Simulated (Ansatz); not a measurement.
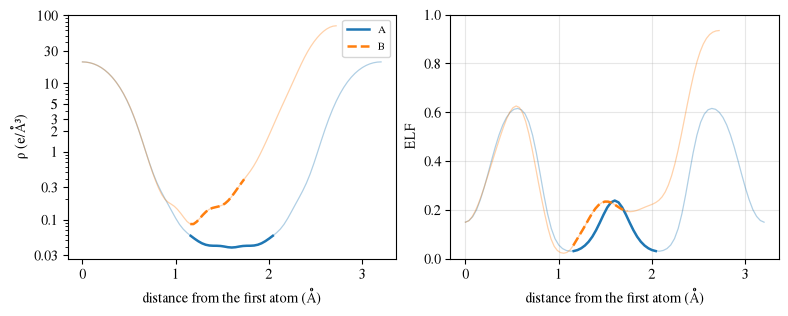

*Na4Cu. Valence electron density and electron localisation function along straight lines between neighbouring atoms. Thin, pale parts lie inside the atomic spheres.*

Space group P6/mmm; a structure generated by program, which may or may not match a known phase; computed without spin polarisation.

Computed with DFT PBE, scalar-relativistic, plane waves, PAW in Ansatz.

In a PAW calculation such maps are meaningful between the atoms, not at the nuclei.

The calculation's input:

```
crystal:
  lattice:
    - [6.4074421921, 0.0, 0.0]
    - [-3.2037210961, 5.5490077116, 0.0]
    - [0.0, 0.0, 5.4434876271]
  atoms:
    - { symbol: Na, position: [0.0, 0.0, 0.0] }
    - { symbol: Na, position: [0.5, 0.0, 0.5] }
    - { symbol: Na, position: [0.0, 0.5, 0.5] }
    - { symbol: Na, position: [0.5, 0.5, 0.5] }
    - { symbol: Cu, position: [0.0, 0.0, 0.5] }
basis:
  ecutwfc: 420
kpoints:
  mp_grid: { grid: [6, 6, 8] }
  band_path:
    path:
      - [[0.0, 0.0, 0.0], [0.5, 0.0, 0.0], [0.33333333, 0.33333333, 0.0], [0.0, 0.0, 0.0], [0.0, 0.0, 0.5], [0.5, 0.0, 0.5], [0.33333333, 0.33333333, 0.5], [0.0, 0.0, 0.5]]
      - [[0.5, 0.0, 0.5], [0.5, 0.0, 0.0]]
      - [[0.33333333, 0.33333333, 0.5], [0.33333333, 0.33333333, 0.0]]
    npoints: 14
hamiltonian:
  xc: pbe
scf:
  occupations: { method: gaussian, width: 0.1 }
  n_extra_bands: 12
output:
  forces: true
  stress: true
  eigenvalues: true
  populations: true
  dos: { projected: true, de: 0.02, nscf_kmesh: { grid: [8, 8, 10] } }
  bader: true
  write_density: true
  write_potential: true
  elf: true
  volumetric_format: npy
```

Launched as:

```sh
ansatz run input.yaml --threads 1 --pin off --max-ram 2560MiB --backend cpu --events-out ev --progress --plain --runs-dir out
```

Below, planes, directions and counts refer to the conventional cell (a = 6.41 Å, b = 6.41 Å, c = 5.44 Å, α = 90.00°, β = 90.00°, γ = 120.00°).

Which curve belongs to which contact (Na–Cu and Na–Na)? The first atom named is at distance zero.

Answer. Curve A: Na–Na (3.20 Å): the density is about 0.04 e/Å³ at the midpoint; the ELF is about 0.25 at the midpoint (no localised pair shows between them). Curve B: Na–Cu (2.72 Å): the density is about 0.14 e/Å³ at the midpoint, with its minimum of 0.09 e/Å³ about 1.2 Å from Na; the ELF is about 0.20 at the midpoint (no shared electron pair shows on this line).
